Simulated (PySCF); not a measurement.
# H4O2Pr ([Pr(H2O)2]4+): the cost of one run

Programs: PySCF 2.14.0, with routines of our own; each step states its level. All values are computed. Atoms count from 0.

## 1. The starting structure

7 atoms, charge 4, states of the metal's open shell are computed; geometry from: model geometry, bond lengths from ionic radii.

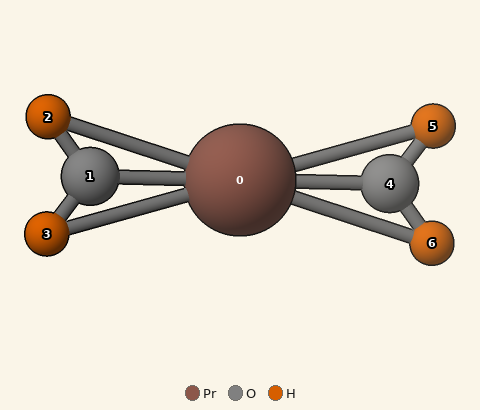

The starting geometry (praseodymium brown, oxygen grey, hydrogen orange); sticks join atoms by distance alone.

## 2. Ligand-field states: state-averaged CASSCF

The job: settings as JSON, then the geometry in Å.

```
{"job": {"kind": "lf", "basis": {"metal": "x2c-TZVPall", "ligand": "x2c-SVPall"}, "nevpt": true}, "charge": 4, "metal": "Pr", "open_shell": "f1"}
Pr     0.000000     0.000000     0.000000
O      0.000000     0.000000     2.010000
H      0.775000     0.000000     2.585000
H     -0.775000     0.000000     2.585000
O      0.000000     0.000000    -2.010000
H      0.775000     0.000000    -2.585000
H     -0.775000     0.000000    -2.585000
```

With the program's defaults for keys left out, this is: state-averaged CASSCF of the metal f shell, SC-NEVPT2 on the averaged canonical orbitals, state-interaction spin-orbit coupling.

Command:

```
> OMP_NUM_THREADS=1 python lf_run.py task.json out
```

The driver reads the jobs from task.json and runs them one after another.

Q: Estimate the wall time and peak memory of this first job on 1 thread of Arm Neoverse N1, shared host.

About 36 s, with a peak of 0.38 GiB.
